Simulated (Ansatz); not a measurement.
# C4H4N2 (pyrazine) at B3LYP/cc-pVDZ

What is the electronic atomisation energy of C4H4N2 (pyrazine) at B3LYP/cc-pVDZ? 

Program for the calculation: Ansatz 0.2.0.

54 further runs of the same task are left out: 54 set aside as unsound or not needed.

**1. Starting point**

C4H4N2: 10 atoms, total charge 0, spin state singlet. SMILES: `c1cnccn1`. Geometry: relaxed at PBE0-D4/def2-TZVP.

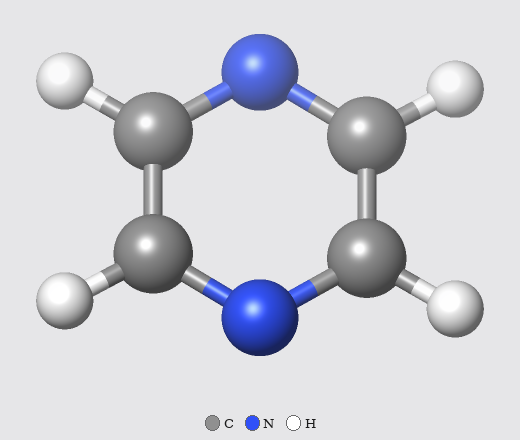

Viewed from a chosen angle; carbon grey, nitrogen blue, hydrogen white.

**2. A single-point energy at B3LYP/cc-pVDZ**

molecule.yaml

```yaml
crystal:
  periodic: [false, false, false]
  atoms:
    - symbol: C
      position_ang: [0.476600, -0.947700, -0.800200]
    - symbol: C
      position_ang: [-0.498600, -1.217100, 0.150600]
    - symbol: N
      position_ang: [-0.972600, -0.276100, 0.956700]
    - symbol: C
      position_ang: [-0.460000, 0.937500, 0.800700]
    - symbol: C
      position_ang: [0.515200, 1.206900, -0.150000]
    - symbol: N
      position_ang: [0.989300, 0.265900, -0.956100]
    - symbol: H
      position_ang: [0.851400, -1.732600, -1.450700]
    - symbol: H
      position_ang: [-0.905400, -2.218000, 0.262200]
    - symbol: H
      position_ang: [-0.834800, 1.722400, 1.451200]
    - symbol: H
      position_ang: [0.922000, 2.207800, -0.261700]
basis:
  gaussian:
    orbitals: cc-pVDZ
hamiltonian:
  xc: {name: B3LYP}
accuracy: high
output: {orbitals: {seedname: orbitals}}
```

Launch:

```sh
$ ansatz run molecule.yaml --threads 1 --pin off --max-ram 3480MiB --events-out events.jsonl --progress --plain --runs-dir runs
```

Output:

```text
Warning: RAYON_NUM_THREADS=1 ignored (pool sized by the plan → 1); use --threads N
Functional definition: B3LYP
  name "B3LYP"
  parameter a0 = 0.2
  parameter ax = 0.72
  parameter ac = 0.81
  exchange = (1 - a0 - ax)*slater_x + ax*b88_x + a0*exact_x
  correlation = (1 - ac)*vwn_rpa_c + ac*lyp_c
2505 factors; integrals over basis functions are off by at most 3.2e-9 eV
mean field evaluation 1: about -7187.7416 eV, gradient 4.3e1 eV
mean field evaluation 2: about -7187.4849 eV, gradient 4.7e1 eV
mean field evaluation 4: about -7192.5433 eV, gradient 2.8e0 eV
mean field evaluation 8: about -7192.8290 eV, gradient 1.3e-1 eV
mean field evaluation 16: about -7192.8291 eV, gradient 2.1e-5 eV
mean field -7192.82906838 eV, -264.3315927884 hartree, gradient 2.9e-8 eV, S^2 0.000000; 0 other end points of the search recorded, 0 dependent functions left out
reference -7192.82910822 eV, -264.3315942523 hartree; 21, 21 occupied and 83, 83 virtual orbitals, 2505 factors
Total energy: -7192.82910822 eV, -264.3315942523 hartree
```

Run time: 5.7 s. Hardware: 1 thread of Intel Xeon 6975P-C (Granite Rapids), shared host; peak memory 0.4 GiB.

**3. The C atom at the same level**

in.yaml

```yaml
crystal:
  periodic: [false, false, false]
  atoms:
    - {symbol: C, position_ang: [0.000000, 0.000000, 0.000000]}
basis:
  gaussian: {orbitals: cc-pVDZ}
magnetization: {spin_polarized: true, initial_magnetization: 2}
hamiltonian: {xc: {name: B3LYP}}
accuracy: high
```

Run the same way, it converges to -37.85197 Eh (log not shown).

**4. The H atom, same level**

in.yaml

```yaml
crystal:
  periodic: [false, false, false]
  atoms:
    - {symbol: H, position_ang: [0.000000, 0.000000, 0.000000]}
basis:
  gaussian: {orbitals: cc-pVDZ}
magnetization: {spin_polarized: true, initial_magnetization: 1}
accuracy: high
hamiltonian: {xc: {name: B3LYP}}
```

Run the same way, it converges to -0.50126 Eh (log not shown).

**5. The N atom, same level**

input.yaml

```yaml
crystal:
  periodic: [false, false, false]
  atoms:
    - {symbol: N, position_ang: [0.000000, 0.000000, 0.000000]}
basis:
  gaussian: {orbitals: cc-pVDZ}
accuracy: high
hamiltonian: {xc: {name: B3LYP}}
magnetization: {spin_polarized: true, initial_magnetization: 3}
```

Run the same way, it converges to -54.58914 Eh (log not shown).

**6. Summary of results**

Level: B3LYP/cc-pVDZ.

| quantity | value |
| --- | --- |
| molecule: total energy | -264.33159 Eh |
| molecule: HOMO energy | -6.80 eV |
| molecule: LUMO energy | -1.41 eV |
| molecule: HOMO–LUMO gap | 5.39 eV |
| C atom: total energy | -37.85197 Eh |
| C atom: ⟨S²⟩ | 2.002 |
| H atom: total energy | -0.50126 Eh |
| H atom: ⟨S²⟩ | 0.750 |
| N atom: total energy | -54.58914 Eh |
| N atom: ⟨S²⟩ | 3.752 |
| electronic atomisation energy | 47.358 eV |

**Reading.** Taking the molecule apart into free atoms costs 47.36 eV (1092 kcal/mol), before zero-point energy and without spin-orbit coupling.
